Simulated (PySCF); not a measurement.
# F$_{3}$Sb, SMILES `F[Sb](F)F`: electronic structure

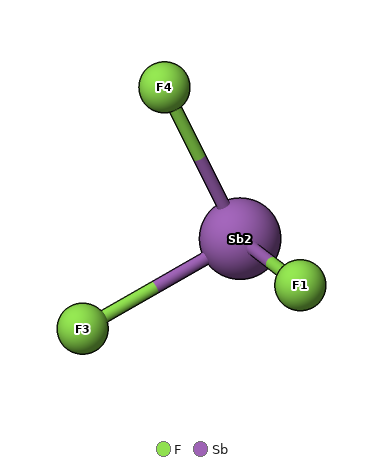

The molecule, with its atoms numbered as below. No frequency check shows the geometry to be a minimum.

Coordinates in Å:

```
F1      -1.3201    0.8367    0.7641
Sb2     -0.0015    0.0000   -0.4027
F3       1.3888    0.7273    0.7569
F4      -0.0604   -1.5640    0.7608
```

## 1. Bonding charge

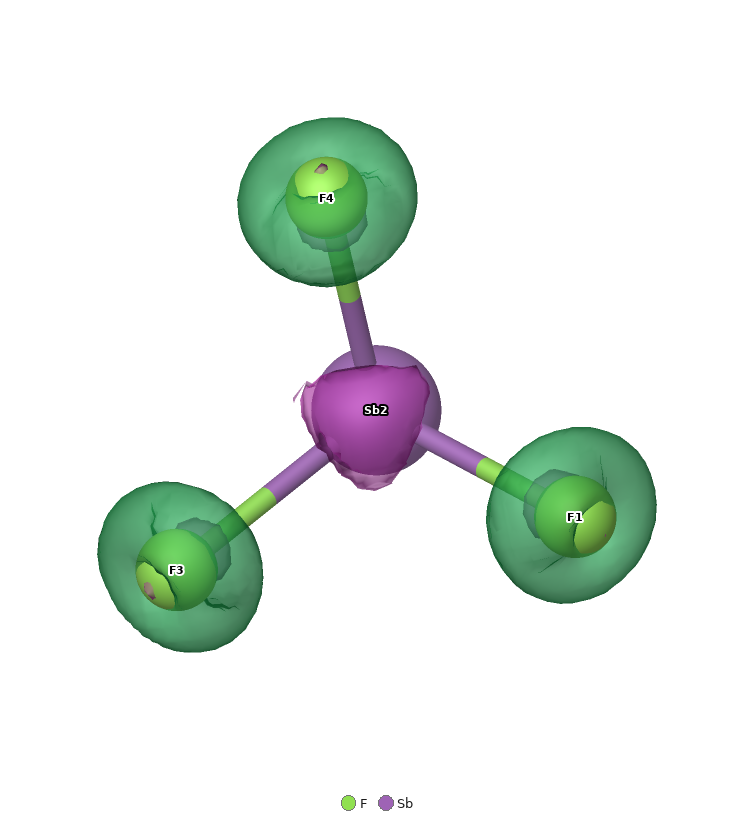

Deformation density (molecule less spherical, spin-averaged free atoms at the same positions), surfaces at ±0.15 e/Å³; green: gain, purple: loss.

Method: B3LYP/def2-SVPD; geometry: GFN2-xTB; program: PySCF. Core potentials replace the inner electrons of Sb; spin–orbit coupling isn't included.

Question: Describe the bonding that the map shows.

Answer: F1–Sb2, Sb2–F4 and Sb2–F3: −0.05 e/Å³ at the bond critical point (bond length 1.95 Å); up to 0.6 Å beside the axis the gain reaches +0.11 e/Å³. In all, 1.2 electrons gather in the regions of gain relative to the promolecule. A small or negative value marks a very polar bond, one between electron-rich atoms, whose free-atom densities already overlap strongly, a long bond to a heavier atom, or a closed-shell contact such as a hydrogen bond.

## 2. Bond critical points

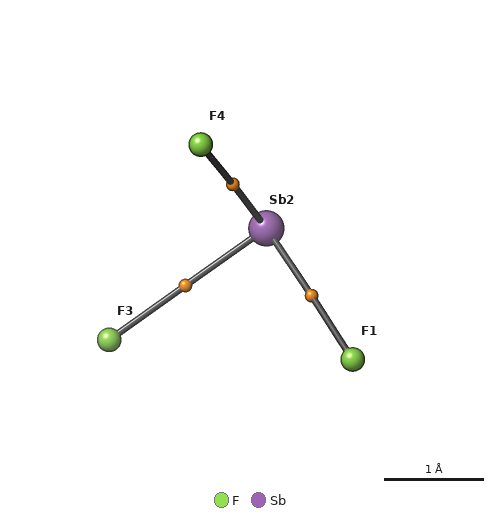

Molecular graph of the electron density (QTAIM): bond paths, bond critical points (orange), ring points (yellow, if any); weak paths are dashed.

Question: How many critical points of each kind are there, and does the count close?

Answer: 4 nuclei, 3 bond, 0 ring and 0 cage critical points: 4 − 3 + 0 − 0 = 1, as the Poincaré–Hopf relation requires.

Question: Tabulate density, Laplacian, ellipticity and energy density at the bond critical points (atomic units).

Answer:
```
            bond  length (Å)  ρ (a.u.)  ∇²ρ (a.u.)     ε  H (a.u.)
F1–Sb2 (3 alike)       1.949     0.105       +0.58  0.01    −0.009
```

Question: What kind of interaction is F1–Sb2?

Answer: Polar or intermediate (positive Laplacian, negative energy density H): ρ = 0.105, ∇²ρ = +0.58, H = −0.009 a.u.

## 3. Local ionisation energy

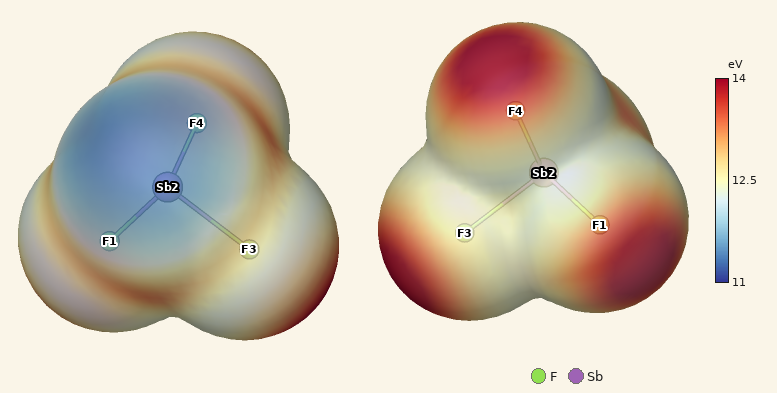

Average local ionisation energy on the surface of electron density 0.001 a.u. (back view left, front view right).

Question: Where are the most loosely bound electrons on this surface?

Answer: The lowest value is 11.2 eV, 2.4 Å from Sb2. Further minima include 12.2 eV, 1.8 Å from F3, and at like points elsewhere; 12.2 eV, 1.8 Å from F4. For comparison, the highest occupied orbital lies at −10.2 eV.

Question: What volume does the surface enclose, and what is the dipole moment?

Answer: About 80 Å³; the dipole moment is 5.2 D.

## 4. In an electric field

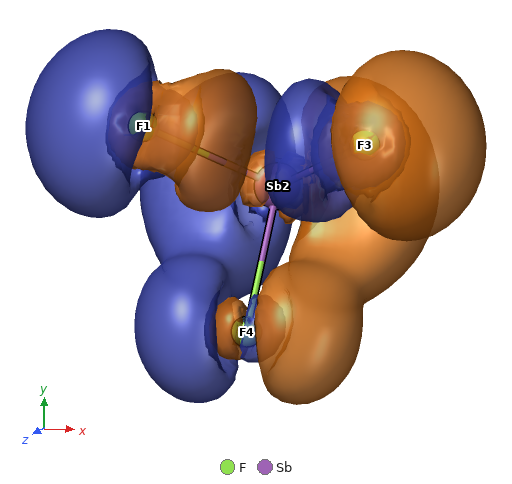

Change of the electron density in a uniform field of 0.21 V/Å, surfaces at ±0.0008 e/Å³ (orange: gain, blue: loss).

The field was applied in both directions; the picture shows the one opposite to the script's first.

Question: Along which Cartesian direction does the field point?

Answer: Along −x: electrons gather on the +x side, against the field.

Question: What dipole is induced, and what polarisability does it imply?

Answer: The induced dipole is 0.39 D (along the field); α along this axis, from the fields in both directions, is 38 bohr³ (5.7 Å³).

## 5. Removing or adding an electron

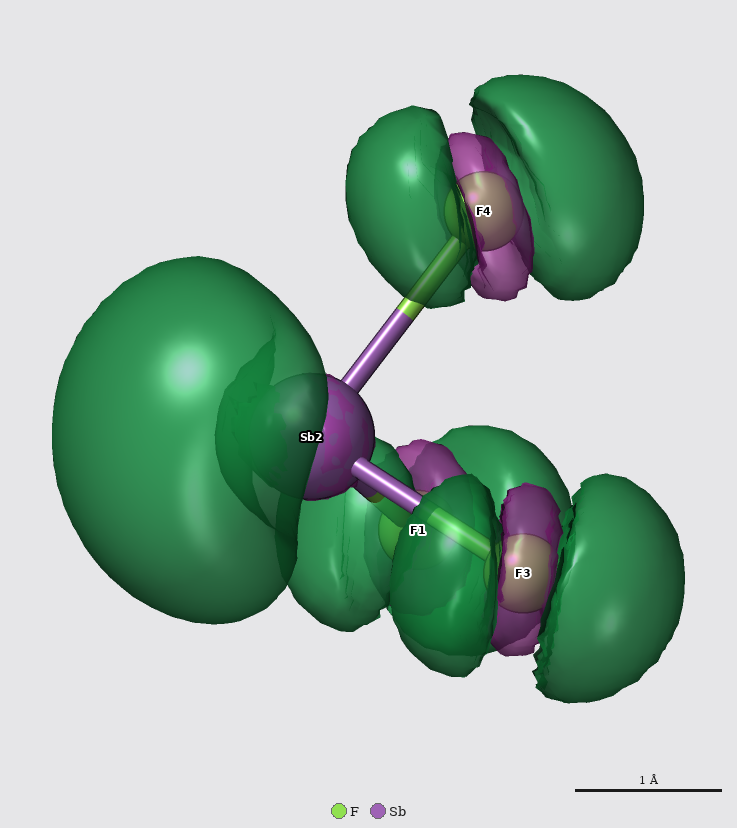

Fukui function f⁻ = ρ(N) − ρ(N−1) at fixed geometry, surfaces at ±0.02 e/Å³ (green positive, purple negative).

PySCF calculation, B3LYP/def2-SVPD, gas phase; geometry: GFN2-xTB. Core potentials replace the inner electrons of Sb; spin–orbit coupling isn't included.

Question: Which atoms respond most to the removal of an electron?

Answer: f⁻ (Hirshfeld-condensed) is largest on Sb2 (0.44); the vertical ionisation energy is 12.77 eV. Condensed values hint at sites of electrophilic attack but needn't mark the atom that reacts. Orbital relaxation makes it negative in places (0.12 e in all).

```
atom     f⁻  charge
  F1  +0.18   −0.28
 Sb2  +0.44   +0.83
  F3  +0.19   −0.28
  F4  +0.19   −0.28
```

The PySCF runs shown took 5.4 s, 11 s and 59 s on 1 thread of Intel(R) Xeon(R) Platinum 8488C (Sapphire Rapids), on a shared host.
